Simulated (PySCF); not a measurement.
The calculation's input:

```
{"job": {"kind": "uv", "xc": "B3LYP", "basis": "def2-SVPD", "nstates": 8, "ntriplets": 3}, "charge": 0, "multiplicity": 1}
C     -2.622519     0.244956    -0.176747
O     -1.236009     0.083018    -0.185751
Si    -0.391746    -1.139147    -0.861141
O      1.142339    -0.829895    -0.509557
Si     2.070263     0.209070     0.348313
O      3.542992     0.318856    -0.292886
O      1.352750     1.665284     0.341439
H     -3.119169    -0.651006     0.201046
H     -2.862365     1.088433     0.472238
H     -2.994188     0.447605    -1.183932
H     -0.516060    -1.114491    -2.316523
H     -0.752573    -2.417010    -0.254536
H      2.291784    -0.351199     1.663199
H      3.693257     0.788269    -1.110022
H      0.396832     1.665246     0.337293
```

Launched as:

```sh
OMP_NUM_THREADS=1 python probes_run.py task.json out
```

Geometry: GFN2-xTB.

Theory: B3LYP/def2-SVPD, SCF density, gas phase in PySCF.

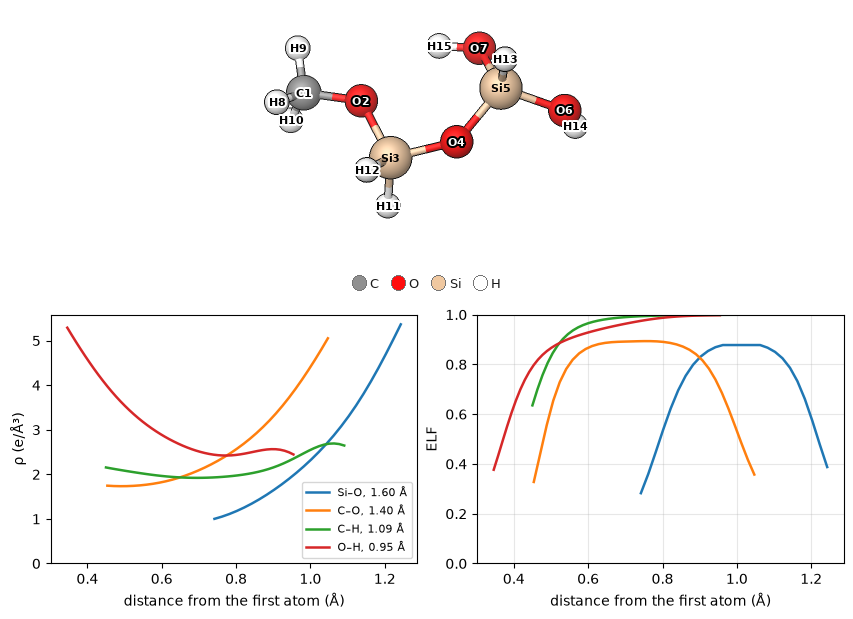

CH8O4Si2 (SMILES CO[SiH2]O[SiH](O)O). Electron density and ELF along straight lines between neighbouring atoms. The curves leave out the atomic cores. The structure is drawn too.

What kind of bonding do the profiles show?

Answer. Si–O (1.60 Å): the density is about 1.2 e/Å³ at the midpoint; the ELF peaks at about 0.90 between the atoms (a polar covalent bond).
C–O (1.40 Å): ρ is about 2.1 e/Å³ halfway, with its minimum of 1.7 e/Å³ about 0.5 Å from C; the ELF peaks at about 0.90 between the atoms; a shared but strongly polarised pair.
C–H (1.09 Å): ρ at the midpoint is about 2 e/Å³; the ELF climbs to about 1 towards the hydrogen, as it does in any bond to H (a covalent bond by its length).
O–H (0.95 Å): ρ is about 3.7 e/Å³ halfway; the ELF climbs to about 1 towards the hydrogen (an ordinary covalent bond to hydrogen).
